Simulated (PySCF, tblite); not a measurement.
**C₇H₇ radical: geometry, infrared bands and EPR parameters**

Aim: predict the infrared bands and EPR parameters of C₇H₇ radical (`C#CC(C#C)C[CH2]`).

The runs use tblite 0.8.0 and PySCF 2.14.0, with density-fitted response routines of our own; the level of theory stands in each step. All values are computed, except where a source is named. Atoms count from 0, in the outputs and in this text.

### 1 The molecule as given

14 atoms, charge 0, multiplicity 2; geometry from: force field or distance geometry start.

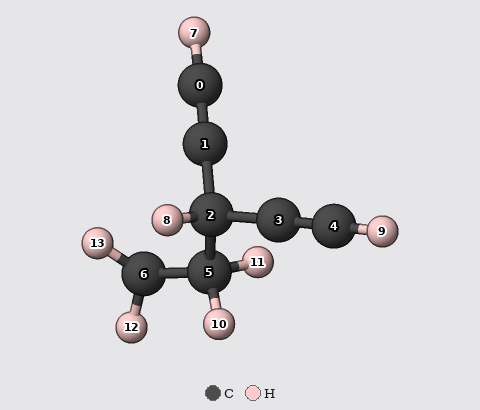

The starting geometry (carbon dark grey, hydrogen pink), atoms numbered.

### 2 Optimising the geometry with GFN2-xTB

Job settings and geometry (Å):

```
{"job": {"kind": "relax", "xc": "GFN2-xTB", "basis": "xTB"}, "charge": 0, "multiplicity": 2}
C      0.415700     2.555100     0.155600
C      0.306500     1.389500     0.445700
C      0.199900    -0.030000     0.837700
C      1.515500    -0.676500     0.851700
C      2.597200    -1.243100     0.879600
C     -0.700700    -0.720400    -0.160300
C     -2.077900    -0.186300    -0.271600
H      0.495300     3.606900    -0.086300
H     -0.185800    -0.087500     1.859400
H      3.528800    -1.727400     0.868900
H     -0.671800    -1.810300     0.137500
H     -0.182300    -0.633700    -1.152200
H     -2.825600    -0.927200    -0.614100
H     -2.415500     0.490400     0.506300
```

Run with:

```bash
> OMP_NUM_THREADS=1 python probes_run.py task.json out
```

The driver reads the jobs from task.json and runs them one after another.

**Question.** This job is followed by: GFN2-xTB harmonic vibrations, gas phase; UKS B3LYP, pcH-1 on C H, non-relativistic, mean-field spin-orbit, GIAO. Predict these results of the whole session: strongest single infrared mode (GFN2-xTB); zero-point energy (GFN2-xTB); g(iso) (B3LYP); ⟨S²⟩; largest a(iso) (averaged by class); surface potential, least and greatest.

As calculated:

| quantity | value |
| --- | --- |
| strongest single infrared mode (GFN2-xTB) | 659 cm⁻¹, 41 km/mol |
| zero-point energy (GFN2-xTB) | 65.7 kcal/mol |
| g(iso) (B3LYP) | 2.00258 |
| ⟨S²⟩ | 0.754 (exact 0.75) |
| largest a(iso) (averaged by class) | 13C on C2, 108.6 MHz |
| surface potential, least and greatest | -0.95 V and 1.45 V |

Relaxing lowered the energy by 0.304 eV in 147 steps; the close pair that moved most is C2–C5, from 1.511 to 1.577 Å. No mode is imaginary among the 36: a minimum at this level. The strongest single mode, at 659 cm⁻¹, moves mainly H7. Unscaled tight-binding wavenumbers are off by several per cent, some by more. Its intensities can rank the bands wrongly. C6 carries the largest spin population, 1.07 e. The isotropic g lies 0.3 ppt above the free-electron value.
